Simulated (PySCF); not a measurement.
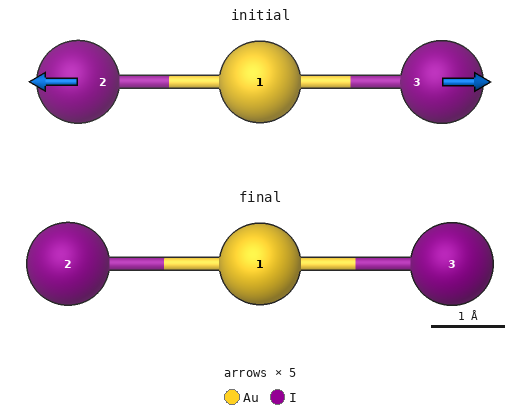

The structure of AuI$_{2}$ (charge −1) before (top) and after (bottom) a relaxation, at one scale. The blue arrows give the displacements, magnified 5 times.

A ball-and-stick model, seen face on.

Method: RKS B3LYP, Au def2-SVP with ECP60, I def2-SVP with ECP28; non-relativistic Hamiltonian with scalar-relativistic core potentials; density fitting in PySCF 2.14.0. Set-up: symmetry kept (D∞h).

Question: Summarise the run.

Answer: The largest moves after the best rigid fit, 0.14 Å, are those of I2 and I3. Au stays in place. Among the contacts that change: Au1–I2 2.511 → 2.649 Å. After 4 geometry steps the energy has fallen by 19.9 kJ/mol. The largest force component goes from 1.6 to 0.00024 eV/Å.

Limits of the set-up: the basis has no diffuse functions, which an anion needs.
